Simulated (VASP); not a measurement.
Band structure of ZrCd3 (space group P4/mmm). Calculation: PBEsol GGA, VASP's PBE PAW potentials (set 64) (plane waves; VASP).

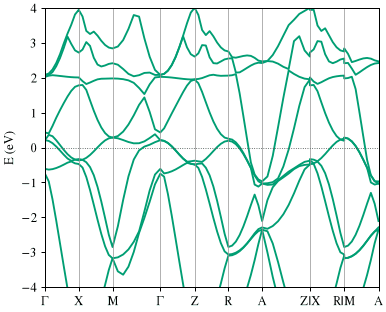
Bands along high-symmetry lines, zero at the valence-band maximum or, without a gap, the Fermi level

Read the plot: is there a gap, and where are the band edges?

It has no gap at this level: it comes out as a metal or semimetal. (Edges off the drawn lines would not show.)

The structure comes from a measured ZrCd3 entry (P4/mmm) of the Crystallography Open Database, whose conditions weren't checked. It was relaxed first.
